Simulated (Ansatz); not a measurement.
**B3LYP/6-31G(d) (Cartesian functions) run of NSF3 (thiazyl trifluoride)**

What is the energy change on altering one bond length of NSF3 (thiazyl trifluoride) at B3LYP/6-31G* (Cartesian functions)? 

The results are computed with Ansatz 0.2.0.

50 further runs of the same task are left out: 8 that didn't finish, 42 set aside as unsound or not needed.

## (1) The molecule

NSF3: 5 atoms, total charge 0, spin state singlet. SMILES: `N#S(F)(F)F`. The coordinates come from a PBE0-D4/def2-TZVP relaxation.

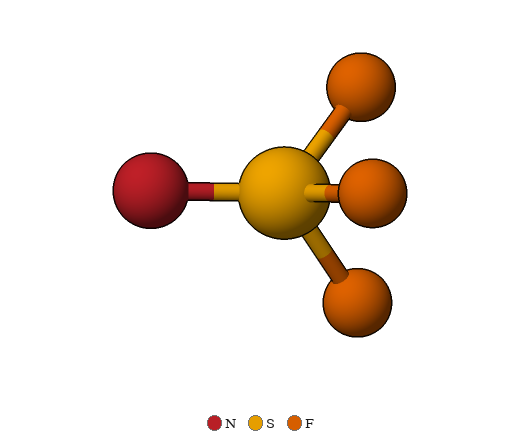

The structure, seen from a chosen angle (nitrogen red, sulfur amber, fluorine orange).

## (2) A single-point energy at B3LYP/6-31G(d) (Cartesian functions)

job.yaml reads:

```yaml
basis:
  gaussian:
    orbitals: "6-31G*"
crystal:
  periodic: [false, false, false]
  atoms:
    - {symbol: N, position_ang: [-0.349630, -0.004150, 1.591380]}
    - {symbol: S, position_ang: [-0.047340, -0.000560, 0.215490]}
    - {symbol: F, position_ang: [1.023370, -0.939300, -0.408980]}
    - {symbol: F, position_ang: [-1.108620, -0.317610, -0.875740]}
    - {symbol: F, position_ang: [0.482210, 1.261610, -0.522150]}
hamiltonian:
  xc: {name: B3LYP}
accuracy: high
output: {orbitals: {seedname: orbitals}}
```

Run with:

```sh
ansatz run job.yaml --threads 1 --pin off --max-ram 3480MiB --events-out events.jsonl --progress --plain --runs-dir runs
```

The log of the run:

```text
Warning: RAYON_NUM_THREADS=1 ignored (pool sized by the plan → 1); use --threads N
Functional definition: B3LYP
  name "B3LYP"
  parameter a0 = 0.2
  parameter ax = 0.72
  parameter ac = 0.81
  exchange = (1 - a0 - ax)*slater_x + ax*b88_x + a0*exact_x
  correlation = (1 - ac)*vwn_rpa_c + ac*lyp_c
1626 factors; integrals over basis functions are off by at most 3.3e-9 eV
mean field evaluation 1: about -20459.6275 eV, gradient 7.8e1 eV
mean field evaluation 2: about -20393.0592 eV, gradient 1.7e2 eV
mean field evaluation 4: about -20470.6767 eV, gradient 1.5e1 eV
mean field evaluation 8: about -20471.1500 eV, gradient 4.8e-1 eV
mean field evaluation 16: about -20471.1506 eV, gradient 5.0e-5 eV
mean field -20471.15058704 eV, -752.3009082296 hartree, gradient 6.4e-8 eV, S^2 0.000000; 0 other end points of the search recorded, 0 dependent functions left out
reference -20471.15061334 eV, -752.3009091960 hartree; 25, 25 occupied and 54, 54 virtual orbitals, 1626 factors
Total energy: -20471.15061334 eV, -752.3009091960 hartree
```

It took 5.7 s on 1 thread of Arm Neoverse V2, shared host; peak memory 0.24 GiB.

## (3) The distorted shape, same level

run.yaml reads:

```yaml
crystal:
  periodic: [false, false, false]
  atoms:
    - {symbol: "N", position_ang: [-0.985088, -1.518749, 2.476545]}
    - {symbol: S, position_ang: [-0.682798, -1.515159, 1.100655]}
    - {symbol: F, position_ang: [0.387912, -2.453899, 0.476185]}
    - {symbol: F, position_ang: [-1.744078, -1.832209, 0.009425]}
    - {symbol: F, position_ang: [0.482210, 1.261610, -0.522150]}
basis:
  gaussian:
    orbitals: "6-31G*"
hamiltonian:
  xc: {name: B3LYP}
accuracy: high
output: {orbitals: {seedname: orbitals}}
```

Run with:

```sh
ansatz run run.yaml --threads 1 --pin off --max-ram 3480MiB --events-out events.jsonl --progress --plain --runs-dir runs
```

The log of the run:

```text
Warning: RAYON_NUM_THREADS=1 ignored (pool sized by the plan → 1); use --threads N
Functional definition: B3LYP
  name "B3LYP"
  parameter a0 = 0.2
  parameter ax = 0.72
  parameter ac = 0.81
  exchange = (1 - a0 - ax)*slater_x + ax*b88_x + a0*exact_x
  correlation = (1 - ac)*vwn_rpa_c + ac*lyp_c
1493 factors; integrals over basis functions are off by at most 3.4e-9 eV
mean field evaluation 1: about -20449.2775 eV, gradient 8.4e1 eV
mean field evaluation 2: about -20057.4381 eV, gradient 2.2e2 eV
mean field evaluation 4: about -20459.2195 eV, gradient 4.5e1 eV
mean field evaluation 8: about -20459.6990 eV, gradient 4.6e1 eV
mean field evaluation 16: about -20466.3770 eV, gradient 5.2e-6 eV
mean field -20466.37696334 eV, -752.1254807941 hartree, gradient 2.6e-8 eV, S^2 0.000000; 2 other end points of the search recorded, 0 dependent functions left out
reference -20466.37699112 eV, -752.1254818150 hartree; 25, 25 occupied and 54, 54 virtual orbitals, 1493 factors
Total energy: -20466.37699112 eV, -752.1254818150 hartree
```

It took 6 s on 1 thread of Arm Neoverse V2, shared host; peak memory 0.22 GiB.

## (4) Outcome

Level: B3LYP/6-31G* (Cartesian functions).

```
                                                         quantity          value
                                        first shape: total energy  -752.30091 Eh
                                         first shape: HOMO energy       -9.13 eV
                                         first shape: LUMO energy       -1.16 eV
                                       first shape: HOMO–LUMO gap        7.97 eV
                                    distorted shape: total energy  -752.12548 Eh
                                     distorted shape: HOMO energy       -8.28 eV
                                     distorted shape: LUMO energy       -6.96 eV
                                   distorted shape: HOMO–LUMO gap        1.32 eV
energy change with the S2–F5 bond stretched from 1.555 to 3.421 Å       4.774 eV
```

One bond (distorted shape) is far stretched, which a spin-restricted single reference describes badly; a broken-symmetry solution may lie lower. With the S2–F5 bond stretched from 1.555 to 3.421 Å the energy rises by 4.77 eV (461 kJ/mol). The first shape isn't relaxed at this level, so the change isn't measured from a minimum. A restricted reference can't describe the breaking bond well at this length.
